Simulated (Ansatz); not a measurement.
Frequency calculation, with input and output: AlSiH6O2F

System: AlSiH6O2F.
Method: RKS PBE0-D4/def2-SVP (Ansatz 0.2.0).

Figures and captions count atoms from 1; the log counts them from 0 in places.

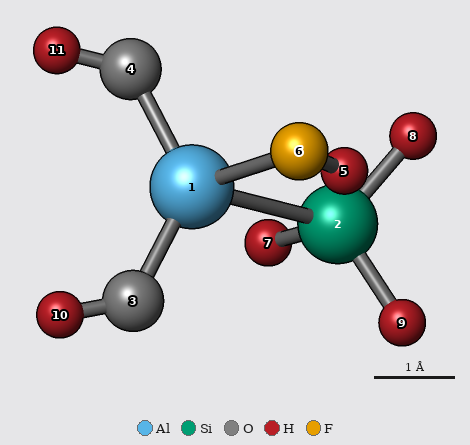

*The structure as given in the input (ball-and-stick view, seen at a tilt; atoms are numbered from 1 in the order of the input). Sticks mark near contacts.*

Bond lengths as drawn: Al–F 1.97 Å, Al–O 1.70 Å, Al–Si 2.46 Å, F–H 1.05 Å, H–O 0.96 Å and H–Si 1.50 Å.

## Input
```yaml
crystal:
  periodic: [false, false, false]
  atoms:
    - {symbol: Al, position_ang: [-0.704487, -0.313877, -0.046536]}
    - {symbol: Si, position_ang: [1.557280, 0.663902, -0.030313]}
    - {symbol: O, position_ang: [-0.663997, -1.983861, -0.362069]}
    - {symbol: O, position_ang: [-1.866805, 0.800163, -0.592711]}
    - {symbol: H, position_ang: [0.194756, 0.238469, 1.642092]}
    - {symbol: F, position_ang: [-0.744004, -0.153573, 1.917358]}
    - {symbol: H, position_ang: [1.713629, 0.751454, -1.521873]}
    - {symbol: H, position_ang: [1.751958, 2.050812, 0.503413]}
    - {symbol: H, position_ang: [2.679676, -0.182861, 0.483791]}
    - {symbol: H, position_ang: [-1.277165, -2.527012, -0.856637]}
    - {symbol: H, position_ang: [-2.640840, 0.656483, -1.136616]}
basis:
  gaussian: {orbitals: def2-SVP}
hamiltonian: {xc: pbe0, dispersion: d4}
phonons: {}
scf: {lower_state_search: off}
```

Hardware: 8 threads of Intel Xeon, 31 GiB of memory available, shared host.

Run as:
```bash
ansatz run in.yaml --threads 8 --pin off --events-out ev --progress --plain --max-ram 19148MiB
```

## What the program printed
```
Functional definition: PBE0
  name "PBE0"
  cite "Adamo & Barone, J. Chem. Phys. 110, 6158 (1999) doi:10.1063/1.478522"
  cite "Perdew, Burke & Ernzerhof, Phys. Rev. Lett. 77, 3865 (1996) doi:10.1103/PhysRevLett.77.3865"
  parent pbe
  parameter a = 0.25
  parameter kappa = 0.804
  parameter beta = 0.06672455060314922
  exchange = (1 - a)*pbe_x(kappa = kappa, mu = beta*pi^2/3) + a*exact_x
  correlation = pbe_c(beta = beta)
these checks for a lower state are left out or cut short: stability, starts, cluster_reference, orbital_swaps, neighbouring_geometries, increment
1084 factors; integrals over basis functions are off by at most 3.1e-4 eV
mean field evaluation 1: about -21353.2441 eV, gradient 7.3e1 eV
mean field evaluation 2: about -21337.3480 eV, gradient 1.2e2 eV
mean field evaluation 4: about -21362.5077 eV, gradient 4.1e0 eV
mean field evaluation 8: about -21362.5473 eV, gradient 2.8e-2 eV
mean field evaluation 16: about -21362.5473 eV, gradient 4.0e-6 eV
mean field -21362.54734450 eV, -785.0591348559 hartree, gradient 4.0e-6 eV, S^2 0.000000; 0 other end points of the search recorded, 0 dependent functions left out
the calculation of the forces begins
reference -21362.54737620 eV, -785.0591360208 hartree; 29, 29 occupied and 79, 79 virtual orbitals, 1084 factors
these checks for a lower state are left out or cut short: stability, starts, cluster_reference, orbital_swaps, neighbouring_geometries, increment
1084 factors; integrals over basis functions are off by at most 3.1e-4 eV
mean field -21362.54630829 eV, -785.0590967758 hartree, gradient 2.1e-6 eV, S^2 0.000000; 0 other end points of the search recorded, 0 dependent functions left out
[... from here on the field's lines of each further geometry are left out, up to the last ...]
the calculation of the forces begins
reference -21362.54735811 eV, -785.0591353560 hartree; 29, 29 occupied and 79, 79 virtual orbitals, 1084 factors
these checks for a lower state are left out or cut short: stability, starts, cluster_reference, orbital_swaps, neighbouring_geometries, increment
1084 factors; integrals over basis functions are off by at most 3.1e-4 eV
mean field evaluation 384: about -21362.5326 eV, gradient 1.5e-1 eV
mean field -21362.54724943 eV, -785.0591313619 hartree, gradient 1.1e-6 eV, S^2 0.000000; 0 other end points of the search recorded, 0 dependent functions left out
the calculation of the forces begins
reference -21362.54728113 eV, -785.0591325268 hartree; 29, 29 occupied and 79, 79 virtual orbitals, 1084 factors
WARN: phonons: modes at or below zero, which the zero-point energy, F, S and C_V leave out: 3, the lowest at -342.72 cm⁻¹. A minimum has none, and a first-order saddle one
Total energy: -21362.72750869 eV, -785.0657557677 hartree
Atom 0 at    -0.704487    -0.313877    -0.046536 Å, force    -0.382687    -0.166666     0.074149 eV/Å
Atom 1 at     1.557280     0.663902    -0.030313 Å, force     0.401924     0.169834    -0.037687 eV/Å
Atom 2 at    -0.663997    -1.983861    -0.362069 Å, force    -0.009616    -0.004758    -0.013767 eV/Å
Atom 3 at    -1.866805     0.800163    -0.592711 Å, force    -0.017224    -0.006431    -0.016228 eV/Å
Atom 4 at     0.194756     0.238469     1.642092 Å, force    -1.509253    -0.626288     0.468759 eV/Å
Atom 5 at    -0.744004    -0.153573     1.917358 Å, force     1.484792     0.614366    -0.523114 eV/Å
Atom 6 at     1.713629     0.751454    -1.521873 Å, force    -0.004369     0.000214     0.008305 eV/Å
Atom 7 at     1.751958     2.050812     0.503413 Å, force     0.000626     0.000524     0.002595 eV/Å
Atom 8 at     2.679676    -0.182861     0.483791 Å, force    -0.000351    -0.001764     0.000642 eV/Å
Atom 9 at    -1.277165    -2.527012    -0.856637 Å, force     0.017525     0.008174     0.018294 eV/Å
Atom 10 at    -2.640840     0.656483    -1.136616 Å, force     0.018634     0.012794     0.018052 eV/Å
Dipole moment:    -0.314793    -0.143716    -0.125867 e Å
Vibrations: -342.72 -68.91 -44.72 111.37 175.89 188.86 221.15 234.60 276.79 387.29 415.70 449.76 465.01 538.78 780.83 801.81 847.88 928.33 934.39 952.09 955.99 2190.72 2206.79 2212.66 2223.46 4003.60 4006.35 cm⁻¹, zero-point energy 1.643416 eV
Checks for a lower state left out: stability, starts, cluster_reference, orbital_swaps, neighbouring_geometries, increment
```

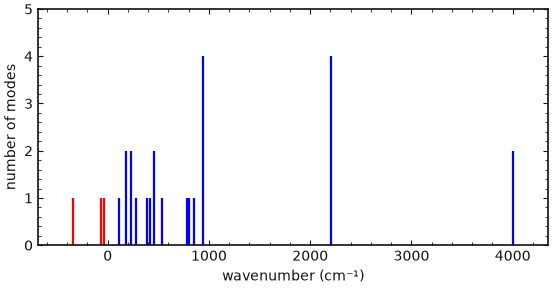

*Harmonic vibrational wavenumbers from the force constants; neighbouring modes closer than 20 cm⁻¹ are counted in one stick, and imaginary ones are drawn at negative wavenumbers.*

27 modes from 342i to 4006 cm⁻¹, 3 imaginary beyond 8i (342i, 69i, 41i cm⁻¹): not a minimum.

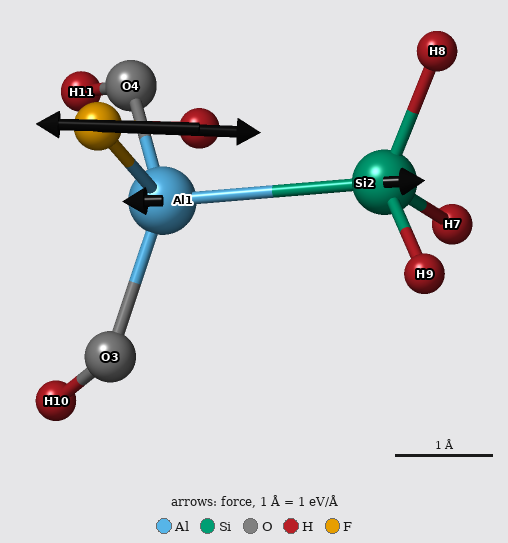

*Forces on the atoms as black arrows (ball-and-stick view, seen at a tilt; atoms are numbered from 1 in the order of the input); the smallest are left out.*

The largest act on H5 (1.70 eV/Å); F6 (1.69 eV/Å). The geometry is not a stationary point of this energy.

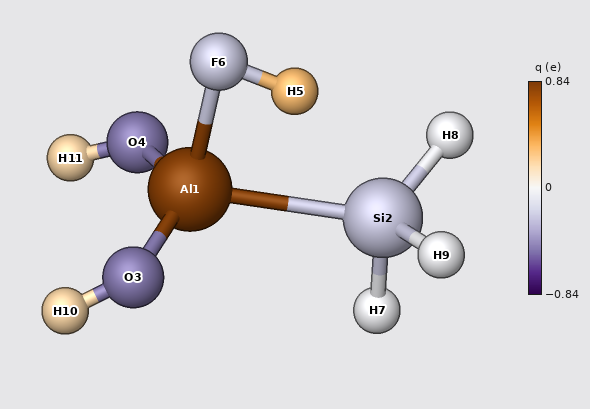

*Mulliken charges, as the colour of each atom (ball-and-stick view, seen at a tilt; atoms are numbered from 1 in the order of the input; Mulliken charges depend strongly on the basis).*

By element: Al +0.80, Si −0.23, O −0.47, H −0.04 to +0.31 and F −0.22 e.

## Key numbers

| quantity | value |
| --- | --- |
| outcome | converged |
| total energy | −21362.7275 eV |
| mean-field energy | −21362.5474 eV |
| dispersion energy | −0.1801 eV |
| largest force (length of the vector) | 1.700 eV/Å |
| dipole moment | 1.77 D |
| wall time | 23 s (CPU time 2.4 min) |
| peak memory | 0.23 GiB |
